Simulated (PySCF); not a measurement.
# CH2AlNO (SMILES O=C=[N][AlH2]): levels of theory compared

We compute a comparison of 5 runs (HF/3-21G, PBE0/def2-SVP, r2SCAN/def2-SVP, PBE/6-311+G**, CCSD(T)/6-31G*) of CH2AlNO. Input form: a Python script.

The calculation is run with PySCF 2.14.0.

## (1) The structure to begin with

CH2AlNO: 6 atoms, total charge 0, spin state singlet. As SMILES, `O=C=[N][AlH2]`. The coordinates come from a PBE0-D4/def2-TZVP relaxation.

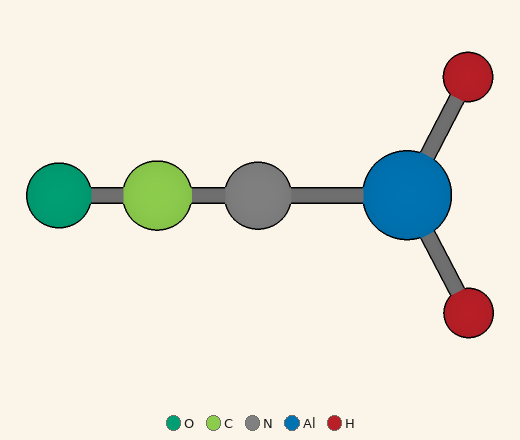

The structure, seen from a chosen angle (oxygen teal, carbon green, nitrogen grey, aluminium blue, hydrogen red).

## (2) Energy and forces at HF/3-21G (run 1)

Contents of start.xyz:

```xyz
6
CH2AlNO
O      1.702300    -2.146700     0.966300
C      1.019700    -1.287700     0.572500
N      0.319600    -0.406900     0.168300
Al    -0.716100     0.900800    -0.422500
H     -1.263800     0.785800    -1.894800
H     -1.019700     2.090500     0.564100
```

Contents of input.py:

```python
# O=C=[N][AlH2]
from pyscf import gto, scf

system = gto.M(
    atom='start.xyz',
    basis='3-21g',
    spin=0,
    max_memory=1860,
    verbose=4,
)

calc0 = scf.RHF(system)
calc0.conv_tol = 1e-10
calc0.kernel()
if not calc0.converged:
    calc0 = calc0.newton().run(calc0.mo_coeff, calc0.mo_occ)

energy = calc0.e_tot
print(f'total energy: {energy:.8f} hartree')
grad = calc0.nuc_grad_method().kernel()
calc0.analyze()
```

On the command line:

```bash
$ OMP_NUM_THREADS=1 python input.py
```

Standard output:

```text
PySCF version 2.14.0

[... 81 lines left out ...]
Two-electron Coulomb Energy =          314.623428165208168
[... 10 lines left out ...]
MO #8   energy= -3.20076373793217  occ= 2
[... 8 lines left out ...]
MO #17  energy= -0.431652642119951 occ= 2
[... 8 lines left out ...]
MO #26  energy= 0.380507501424672  occ= 0
[... 8 lines left out ...]
MO #35  energy= 1.38966516839902   occ= 0
[... 8 lines left out ...]
MO #44  energy= 3.90723175368262   occ= 0
[... 53 lines left out ...]
Dipole moment(X, Y, Z, Debye): -1.42981,  1.80452, -0.81726
```

It took 4.2 s on 1 thread of Intel Xeon at 2.50GHz (Skylake/Cascade Lake), shared host; peak memory 0.12 GiB.

## (3) Energy and gradient at PBE0/def2-SVP (run 2)

Contents of calc.py:

```python
# O=C=[N][AlH2]
import pyscf.grad
from pyscf import gto, dft

molecule = gto.M(
    atom=[
    ('O', (1.702300, -2.146700, 0.966300)),
    ('C', (1.019700, -1.287700, 0.572500)),
    ('N', (0.319600, -0.406900, 0.168300)),
    ('Al', (-0.716100, 0.900800, -0.422500)),
    ('H', (-1.263800, 0.785800, -1.894800)),
    ('H', (-1.019700, 2.090500, 0.564100)),
],
    verbose=4,
    basis='def2-svp',
    max_memory=1860,
)

mf = dft.RKS(molecule)
mf.xc = 'pbe0'
mf.conv_tol = 1e-10
mf.grids.level = 5
mf.kernel()
if not mf.converged:
    mf = mf.newton().run(mf.mo_coeff, mf.mo_occ)

e_final = mf.e_tot
print(f'total energy: {e_final:.8f} hartree')
grad = mf.Gradients().kernel()
mf.analyze()
```

On the command line:

```bash
$ OMP_NUM_THREADS=1 python calc.py
```

Standard output:

```text
PySCF version 2.14.0

[... 94 lines left out ...]
DFT Exchange-Correlation Energy =      -40.003371624216783
[... 15 lines left out ...]
MO #14  energy= -0.479146644286852 occ= 2
[... 13 lines left out ...]
MO #28  energy= 0.318149731702138  occ= 0
[... 13 lines left out ...]
MO #42  energy= 0.907422503400226  occ= 0
[... 13 lines left out ...]
MO #56  energy= 1.66044897261218   occ= 0
[... 13 lines left out ...]
MO #70  energy= 3.83555823127828   occ= 0
[... 79 lines left out ...]
Dipole moment(X, Y, Z, Debye): -1.10390,  1.39241, -0.63219
```

Run time: 35 s. Hardware: 1 thread of Intel Xeon at 2.50GHz (Skylake/Cascade Lake), shared host; peak memory 0.69 GiB.

Runs 3 to 4 aren't shown in full; the table further down has their settings and results.

## (4) The energy at CCSD(T)/6-31G(d) (spherical functions) (run 5)

Contents of calc.py:

```python
# O=C=[N][AlH2]
from pyscf import gto, scf, cc

mol = gto.Mole()
mol.atom = [
    ('O', (1.702300, -2.146700, 0.966300)),
    ('C', (1.019700, -1.287700, 0.572500)),
    ('N', (0.319600, -0.406900, 0.168300)),
    ('Al', (-0.716100, 0.900800, -0.422500)),
    ('H', (-1.263800, 0.785800, -1.894800)),
    ('H', (-1.019700, 2.090500, 0.564100)),
]
mol.spin = 0
mol.charge = 0
mol.verbose = 4
mol.max_memory = 1860
mol.basis = '6-31g*'
mol.build()

calc0 = scf.RHF(mol)
calc0.conv_tol = 1e-10
calc0.kernel()
if not calc0.converged:
    calc0 = calc0.newton().run(calc0.mo_coeff, calc0.mo_occ)

mycc = cc.CCSD(calc0, frozen=8)
mycc.kernel()
e_t = mycc.ccsd_t()
e_final = mycc.e_tot + e_t
print('E = %.10f Eh' % e_final)
dip = calc0.dip_moment()
pop, q = calc0.mulliken_pop()
```

On the command line:

```bash
$ OMP_NUM_THREADS=1 python calc.py
```

Standard output:

```text
PySCF version 2.14.0

[... 64 lines left out ...]
converged SCF energy = -410.298233881442
[... 12 lines left out ...]
Init t2, MP2 energy = -410.793805977343  E_corr(MP2) -0.495572095901128
[... 14 lines left out ...]
CCSD converged
[... 3 lines left out ...]
Dipole moment(X, Y, Z, Debye): -1.39380,  1.75812, -0.79811
[... 71 lines left out ...]
charge of    5H =     -0.16193
```

Run time: 17 s. Hardware: 1 thread of Intel Xeon at 2.50GHz (Skylake/Cascade Lake), shared host; peak memory 0.19 GiB.

## (5) Overview of the runs

```tsv
run	level	integration grid	task	energy (Eh)	dipole moment (D) of the reference	HOMO energy (eV)	LUMO energy (eV)	wall time
1	HF/3-21G	–	gradient	-408.041869	2.44	-11.12	1.07	4.2 s
2	PBE0/def2-SVP	5	gradient	-411.247008	1.89	-8.25	-1.65	35 s
3	r2SCAN/def2-SVP	5	gradient	-411.436195	1.76	-7.25	-2.08	57 s
4	PBE/6-311+G**	5	gradient	-411.483673	2.05	-7.06	-2.54	80 s
5	CCSD(T)/6-31G* (spherical functions)	–	energy	-410.825733	2.38	-11.45	1.05	17 s
```

## (6) What came out

```
                                          quantity          value
                               run 5: total energy  -410.82573 Eh
       run 5: dipole moment (Hartree–Fock density)         2.38 D
        run 5: HOMO energy (Hartree–Fock orbitals)      -11.45 eV
        run 5: LUMO energy (Hartree–Fock orbitals)        1.05 eV
      run 5: HOMO–LUMO gap (Hartree–Fock orbitals)       12.50 eV
run 5: correlation energy (8 core orbitals frozen)     -527.5 mEh
                             run 5: (T) correction     -19.24 mEh
                              run 5: T1 diagnostic          0.018
```

What this shows: Over runs 1, 2, 3, 4 the dipole moment (its size) runs from 1.76 D (r2SCAN/def2-SVP) to 2.44 D (HF/3-21G). The two ends differ in method and basis. Over runs 1, 2, 3, 4 the HOMO–LUMO gap runs from 4.51 eV (PBE/6-311+G**) to 12.18 eV (HF/3-21G). Totals of different functionals can't be ranked against each other. All runs together took 3.2 min, the longest 80 s.
